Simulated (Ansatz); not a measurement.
**GeH3O2 (SMILES [O][GeH2][OH]): U-wB97M-V/cc-pVDZ**

Aim: the electronic atomisation energy of GeH3O2 at U-wB97M-V/cc-pVDZ, from 4 runs. 

The results are computed with Ansatz 0.2.0.

55 further runs of the same task are left out: 55 set aside as unsound or not needed. Runs told in other sessions of the task aren't counted.

## 1. The molecule

GeH3O2: 6 atoms, total charge 0, spin state doublet. As SMILES, `[O][GeH2][OH]`. Geometry: relaxed at PBE0-D4/def2-TZVP. This is one conformer, not always the lowest.

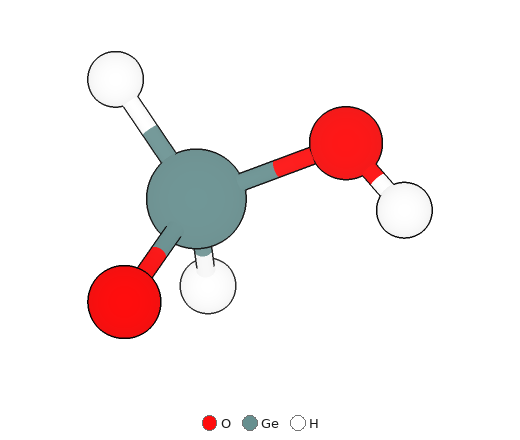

Viewed from a chosen angle; oxygen red, germanium teal, hydrogen white.

## 2. The energy at U-wB97M-V/cc-pVDZ

File job.yaml:

```yaml
crystal:
  periodic: [false, false, false]
  atoms:
    - {symbol: O, position_ang: [-1.694000, -0.455900, 0.556900]}
    - {symbol: Ge, position_ang: [-0.249900, 0.168600, -0.295800]}
    - {symbol: O, position_ang: [1.186300, 0.124100, 0.735000]}
    - {symbol: H, position_ang: [-0.134800, -0.795800, -1.489800]}
    - {symbol: H, position_ang: [-0.447300, 1.647000, -0.628900]}
    - {symbol: H, position_ang: [1.381600, -0.751900, 1.076400]}
basis:
  gaussian:
    orbitals: cc-pVDZ
magnetization:
  spin_polarized: true
  initial_magnetization: 1
hamiltonian:
  xc: {name: wB97M-V}
accuracy: high
output:
  orbitals: {seedname: orbitals}
```

Launch:

```
ansatz run job.yaml --threads 1 --pin off --max-ram 2610MiB --events-out events.jsonl --progress --plain --runs-dir runs
```

The log of the run, cut to the lines that bear on the results:

```text
Warning: RAYON_NUM_THREADS=1 ignored (pool sized by the plan → 1); use --threads N
Functional definition: wB97M-V
  name "wB97M-V"
[...]
  gx(w, u) = 1 - cx + cx01*u + cx10*w
  gss(w, u) = css00 + css04*u^4 + css10*w + css20*w^2 + css43*w^4*u^3
  gos(w, u) = cos00 + cos10*w + (cos20 + cos21*u)*w^2 + (cos60 + cos61*u)*w^6
[...]
      + integral(e_c_pw_mod_opposite_spin*gos(b97_w_opposite, b97_u_opposite)) + vv10(b, c)
1529 factors; integrals over basis functions are off by at most 4.5e-9 eV
280 factors; integrals over basis functions are off by at most 1.7e-9 eV
[...]
mean field -60654.43698996 eV, -2229.0094463270 hartree, gradient 4.6e-8 eV, S^2 0.753568; 2 other end points of the search recorded, 0 dependent functions left out
reference -60654.43699382 eV, -2229.0094464688 hartree; 26, 25 occupied and 44, 45 virtual orbitals, 1529 factors
Total energy: -60654.43699382 eV, -2229.0094464688 hartree
```

Wall time 56 s (1 thread of AMD EPYC 9R45 (Zen 5), shared host); peak memory 0.78 GiB.

## 3. The Ge atom at the same level

File in.yaml:

```yaml
crystal:
  periodic: [false, false, false]
  atoms:
    - {symbol: Ge, position_ang: [0.000000, 0.000000, 0.000000]}
basis:
  gaussian: {orbitals: cc-pVDZ}
magnetization: {spin_polarized: true, initial_magnetization: 2}
accuracy: high
hamiltonian: {xc: {name: wB97M-V}}
```

Run the same way, it converges to -2076.77955 Eh (log not shown).

## 4. The H atom

File molecule.yaml:

```yaml
crystal:
  periodic: [false, false, false]
  atoms:
    - {symbol: H, position_ang: [0.000000, 0.000000, 0.000000]}
basis:
  gaussian:
    orbitals: cc-pVDZ
magnetization:
  spin_polarized: true
  initial_magnetization: 1
hamiltonian:
  xc: {name: wB97M-V}
accuracy: high
```

Launch:

```
ansatz run molecule.yaml --threads 1 --pin off --max-ram 2610MiB --events-out events.jsonl --progress --plain --runs-dir runs
```

The log of the run, cut to the lines that bear on the results:

```text
Warning: RAYON_NUM_THREADS=1 ignored (pool sized by the plan → 1); use --threads N
[... 2 set-up lines as earlier in the session ...]
[...]
  gx(w, u) = 1 - cx + cx01*u + cx10*w
  gss(w, u) = css00 + css04*u^4 + css10*w + css20*w^2 + css43*w^4*u^3
  gos(w, u) = cos00 + cos10*w + (cos20 + cos21*u)*w^2 + (cos60 + cos61*u)*w^6
[...]
      + integral(e_c_pw_mod_opposite_spin*gos(b97_w_opposite, b97_u_opposite)) + vv10(b, c)
15 factors; integrals over basis functions are off by at most 4.6e-8 eV
15 factors; integrals over basis functions are off by at most 9.8e-10 eV
[...]
mean field -13.38010900 eV, -0.4917099363 hartree, gradient 8.8e-9 eV, S^2 0.750000; 0 other end points of the search recorded, 0 dependent functions left out
reference -13.38011109 eV, -0.4917100131 hartree; 1, 0 occupied and 4, 5 virtual orbitals, 15 factors
Total energy: -13.38011109 eV, -0.4917100131 hartree
```

Run time: 0.26 s. Hardware: 1 thread of AMD EPYC 9R45 (Zen 5), shared host.

## 5. The O atom, same level

File input.yaml:

```yaml
crystal:
  periodic: [false, false, false]
  atoms:
    - symbol: O
      position_ang: [0.000000, 0.000000, 0.000000]
basis:
  gaussian:
    orbitals: cc-pVDZ
magnetization:
  spin_polarized: true
  initial_magnetization: 2
hamiltonian:
  xc: {name: wB97M-V}
accuracy: high
```

Run the same way, it converges to -75.04943 Eh (log not shown).

## 6. Outcome

Level: U-wB97M-V/cc-pVDZ.

| quantity | value |
| --- | --- |
| molecule: total energy | -2229.00945 Eh |
| molecule: HOMO energy (highest over α and β) | -10.84 eV |
| molecule: LUMO energy (lowest over α and β) | -1.64 eV |
| molecule: ⟨S²⟩ | 0.754 |
| Ge atom: total energy | -2076.77955 Eh |
| Ge atom: ⟨S²⟩ | 2.002 |
| H atom: total energy | -0.49171 Eh |
| H atom: ⟨S²⟩ | 0.750 |
| O atom: total energy | -75.04943 Eh |
| O atom: ⟨S²⟩ | 2.002 |
| electronic atomisation energy | 17.848 eV |

**Reading.** Taking the molecule apart into free atoms costs 17.85 eV (412 kcal/mol), before zero-point energy and without spin-orbit coupling.
